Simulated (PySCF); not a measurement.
# C$_{5}$H$_{3}$N$_{3}$: what the fields show

The calculation's input:

```
{"job": {"kind": "uv", "xc": "CAM-B3LYP", "basis": "def2-SVPD", "nstates": 8, "ntriplets": 3}, "charge": 0, "multiplicity": 1}
C      1.734423     2.288695    -0.435772
C      0.999434     1.349049    -0.295471
C      0.153966     0.235752    -0.087539
C      0.214230    -0.516132     1.104310
N     -0.576674    -1.549851     1.286032
N     -1.427543    -1.884727     0.353752
C     -1.467537    -1.168905    -0.752143
N     -0.715884    -0.113487    -1.030572
H      2.373001     3.111458    -0.566368
H      0.900776    -0.277820     1.902934
H     -2.182767    -1.471360    -1.505127
```

Command:

```sh
OMP_NUM_THREADS=1 python probes_run.py task.json out
```

Geometry: GFN2-xTB.

These are results of CAM-B3LYP/def2-SVPD, SCF density, gas phase (PySCF 2.14.0), not measurements.

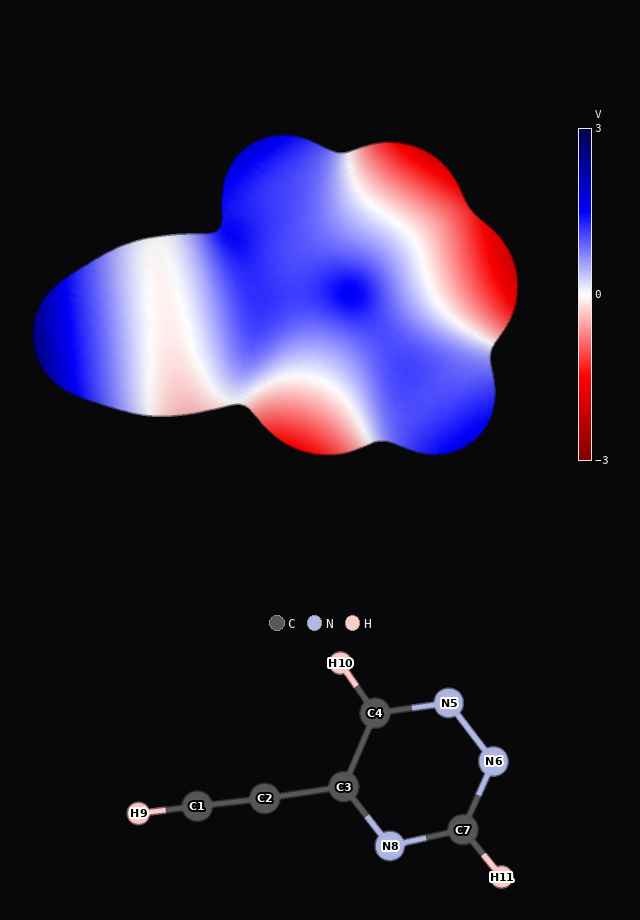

Figure 1. The molecular electrostatic potential painted on the density surface at 0.004 e/bohr³, seen at a tilt; the colour scale runs from red (negative) to blue (positive). The bare structure is drawn below in the same view.

> Which sites attract a positive test charge, and which a negative one?

A positive charge is drawn to the negative regions and a negative charge to the positive ones. The most negative region (about −1.9 V) lies over N6, the most positive (about +2.6 V) over H9. N6 is the likeliest acceptor of a hydrogen bond.

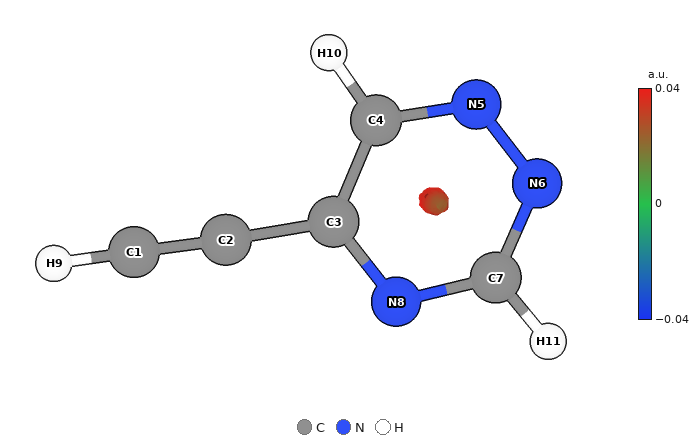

Figure 2. Non-covalent interaction (NCI) plot: the surface where the reduced density gradient is 0.5, for densities under 0.05 a.u., coloured by sign(λ₂)ρ; seen at a tilt.

> Identify the weak interactions.

Inside the ring or cage of C3, C4, N5, N6, C7 and N8: steric crowding (red).

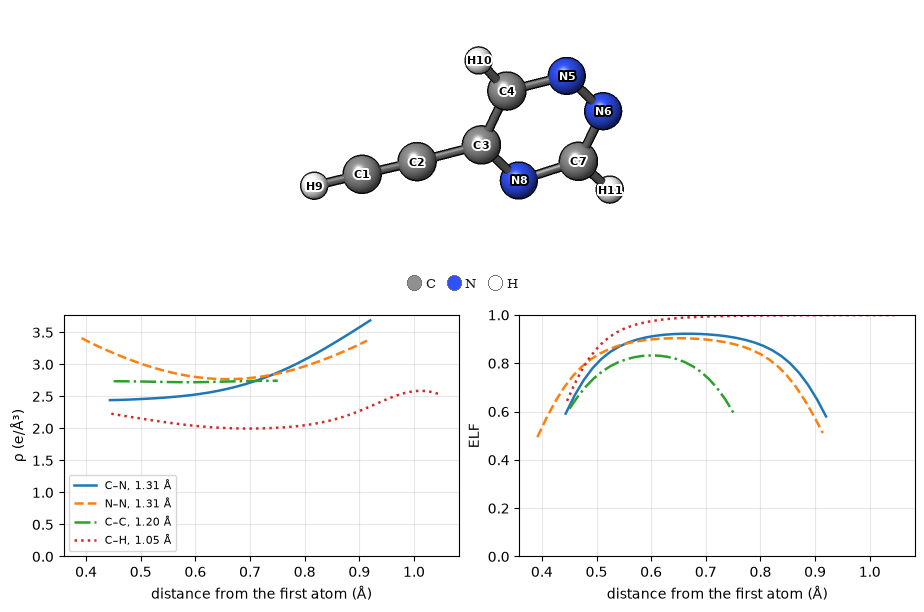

Figure 3. Total electron density and ELF along straight lines between neighbouring atoms. The curves leave out the atomic cores. The structure is drawn too.

> What can be read from the curves?

C–N (1.31 Å): the density is about 2.6 e/Å³ at the midpoint; the ELF peaks at about 0.90 between the atoms; a covalent bond.
N–N (1.31 Å): the density is about 2.8 e/Å³ at the midpoint; the ELF peaks at about 0.90 between the atoms; a covalent bond.
C–C (1.20 Å): ρ is about 2.7 e/Å³ halfway; the ELF peaks at about 0.85 between the atoms; a multiple bond.
C–H (1.05 Å): ρ is about 2.1 e/Å³ halfway; the ELF climbs to about 1 towards the hydrogen, as it does in any bond to H: a covalent bond by its length.
